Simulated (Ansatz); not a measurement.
**AlF₂H₄NS: density, localisation and related maps**

The calculation's input:

```
crystal:
  periodic: [false, false, false]
  atoms:
    - {symbol: Al, position_ang: [-0.438977, 0.503520, -0.564966]}
    - {symbol: S, position_ang: [1.517779, 1.288922, -1.201981]}
    - {symbol: F, position_ang: [-1.105332, -0.686486, -1.516287]}
    - {symbol: F, position_ang: [-1.468206, 1.613716, 0.118928]}
    - {symbol: H, position_ang: [0.892089, -0.615874, 1.318176]}
    - {symbol: N, position_ang: [-0.095685, -0.599879, 1.083960]}
    - {symbol: H, position_ang: [1.712247, 0.264005, -2.049664]}
    - {symbol: H, position_ang: [-0.407575, -1.555733, 0.939843]}
    - {symbol: H, position_ang: [-0.606239, -0.212091, 1.871989]}
basis:
  gaussian: {orbitals: def2-TZVPP}
hamiltonian: {xc: pbe0, dispersion: d4}
output: {orbitals: {seedname: orbitals}}
```

Command:

```sh
ansatz run in.yaml --threads 4 --pin off --events-out ev --progress --plain --max-ram 9574MiB
```

The reactant side of a reaction path; geometry: PBE0-D4/def2-TZVP.

Method: RKS PBE0-D4/def2-TZVPP in Ansatz.

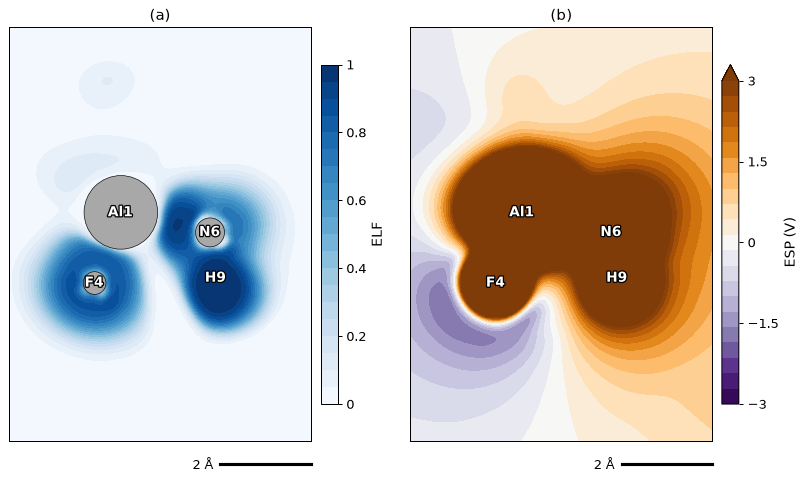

Figure 1. (a) electron localisation function; (b) electrostatic potential on the plane of atoms Al1, N6 and H9. Grey discs cover the atomic cores in the ELF map.

### What do the fields say about this system?

- Atoms in the plane: Al, F, N and H.
- Al–F (1.66 Å): the ELF peaks at about 0.85 in the valence shell of F, 0.5 Å from its nucleus, and is about 0.40 at the midpoint.
- Al–N (2.01 Å): the ELF peaks at about 0.95 in the valence shell of N, 0.7 Å from its nucleus, and is about 0.80 at the midpoint.
- N–H (1.02 Å): the ELF climbs to about 1 towards the hydrogen, as it does in any bond to H (a covalent bond by its length).
- The ELF also peaks beside F4, away from the bonds: lone-pair regions.
- Outside the dense part of the molecule the potential is most negative (−1.8 V) near F4.

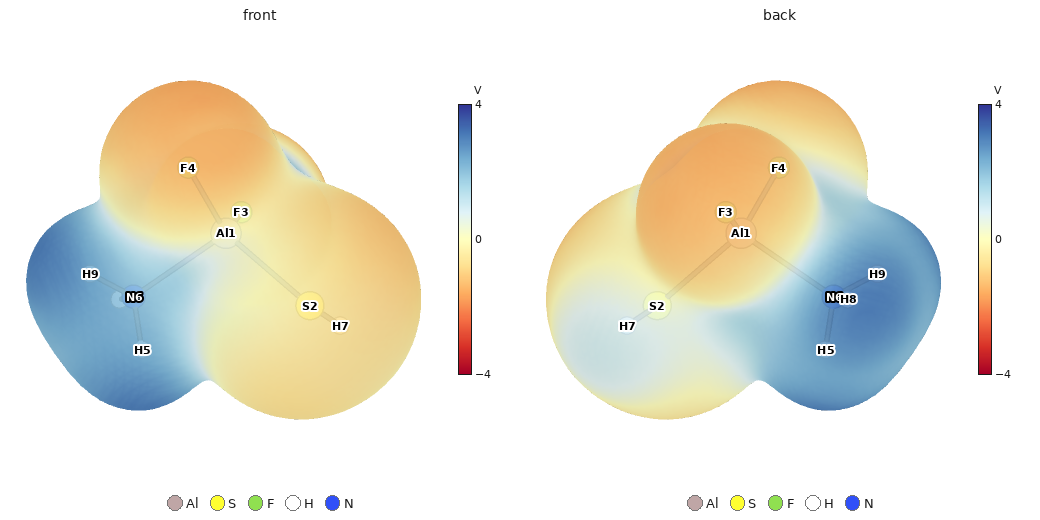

Figure 2. The electrostatic potential painted on the density surface at 0.002 e/bohr³, seen from the front and from behind; red is negative and blue positive.

### Describe the electrostatic potential map.

The most negative region (about −1.6 V) lies over F3 and F4, the most positive (about +3.1 V) over H5, H8 and H9.

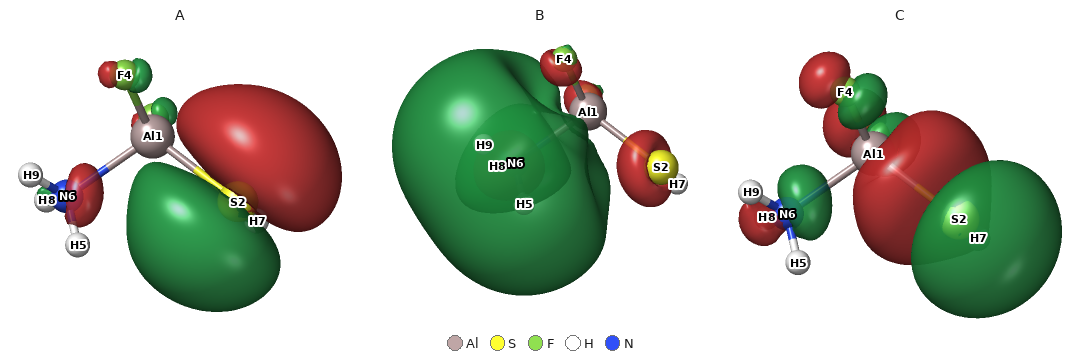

Figure 3. Three frontier orbitals at ±0.06 Å⁻³ᐟ² (green and red are the two phases), in no order.

### Which picture is the HOMO−1, the HOMO and the LUMO?

C is the HOMO−1 (−8.51 eV). Its weight (Hirshfeld) is mainly on S2 (about 75 %) and Al1 (about 15 %); largely a lone pair of S2. A is the HOMO (−7.21 eV). It lies mainly on S2 (about 85 %); largely a lone pair of S2. B is the LUMO (−0.38 eV). Its weight (Hirshfeld) is mainly on H8 (about 20 %), H5 (about 20 %), H9 (about 20 %), N6 (about 20 %) and Al1 (about 15 %).

### What is the HOMO–LUMO gap?

6.83 eV between the orbital energies.

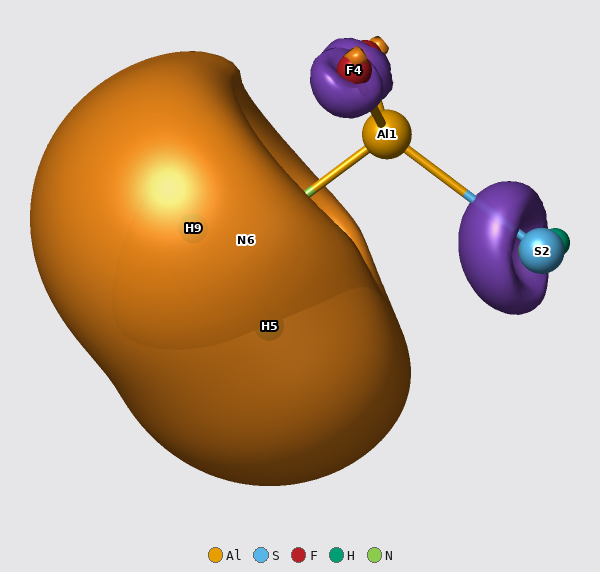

Figure 4. One frontier orbital at ±0.08 Å⁻³ᐟ² (orange and purple are the two phases), seen at a tilt.

### Which orbital is it: HOMO or LUMO?

The LUMO, at −0.38 eV. It lies mainly on H8 (about 20 %), H5 (about 20 %), H9 (about 20 %), N6 (about 20 %) and Al1 (about 15 %).
